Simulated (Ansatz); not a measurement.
Energy over volume and axial ratio for BiAu2 (cubic Laves, MgCu2 type)

BiAu2 (cubic Laves, MgCu2 type)

```cif
data_Au16Bi8
_chemical_formula_sum 'Bi8 Au16'
_space_group_name_H-M_alt 'Fd-3m :1'
_space_group_IT_number 227
_space_group_name_Hall 'F 4d 2 3 -1d'
_cell_length_a 7.94475
_cell_length_b 7.94475
_cell_length_c 7.94475
_cell_angle_alpha 90.000
_cell_angle_beta 90.000
_cell_angle_gamma 90.000
loop_
_atom_site_label
_atom_site_type_symbol
_atom_site_symmetry_multiplicity
_atom_site_Wyckoff_symbol
_atom_site_fract_x
_atom_site_fract_y
_atom_site_fract_z
_atom_site_occupancy
Bi1 Bi 8 b 0.50000 0.50000 0.50000 1
Au1 Au 16 c 0.12500 0.12500 0.12500 1
```
(The calculation used a cell of 6 atoms; values per cell refer to that cell.)

The relaxed cell is deformed in two ways at once: its volume V is scaled, and at that volume it is stretched along z (the c axis of the conventional cell) so that c/a changes. Fractional atomic positions are held.

All values below come from PBEsol (plane waves to 420 eV, PAW, scalar-relativistic; Ansatz, a first-principles code). k mesh 10×10×10 (Γ-centred), Fermi-Dirac smearing 0.05 eV. E stands for the smeared free energy. With partly filled bands, the response to shear is sensitive to the k mesh, so small differences along c/a are uncertain. BiAu2 was relaxed with its symmetry unable to fall. Spin-orbit coupling is left out, though Au and Bi are heavy. ΔE is measured from the relaxed starting cell.

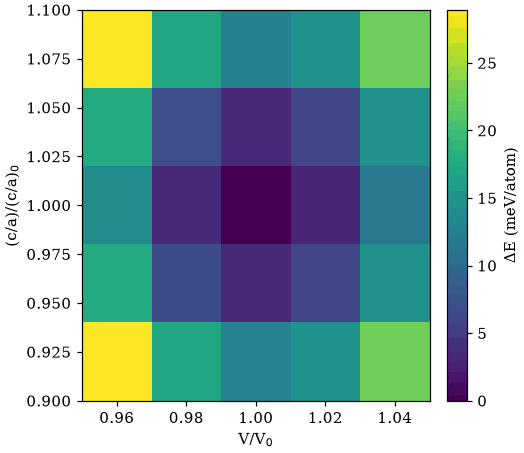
Figure: ΔE (meV/atom) over the 5×5 grid of computed points.

Lowest place on the grid: V/V₀ = 1.000, (c/a)/(c/a)₀ = 1.000 (0 meV/atom). Highest place on the grid: V/V₀ = 0.960, (c/a)/(c/a)₀ = 0.920 (29 meV/atom).

(Under strain, the slope of the energy per volume gives the stress and its curvature an elastic modulus.)
